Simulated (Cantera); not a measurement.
Feed: 1 mol Si2Cl6, a varied amount of H2, at 1750 K and 280 Pa.

Cantera equilibrium calculation (NASA polynomials, part measured and part estimated; ideal gas, pure solids and liquids). Candidate condensed phases: Si; 19 gas species. The feed counts by its element totals alone. The tables' values for SiCl, SiCl3 are old estimates; treat these amounts as uncertain. Gases not in the tables: Si2H6 and higher silanes. The numbers say what is thermodynamically allowed, not how fast it happens.

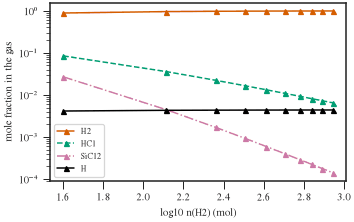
Fig. 1. Equilibrium gas composition (values under 1e-9 drawn at 1e-9)

From 40 mol H2 to 880 mol H2 the condensed part is Si(l). The main Si-bearing gas is SiCl2 at 40 mol H2 and Si at 880 mol H2. The share of Si in condensed phases is highest at 410 mol H2 (74.4 %) and lowest at 40 mol H2 (39.9 %).
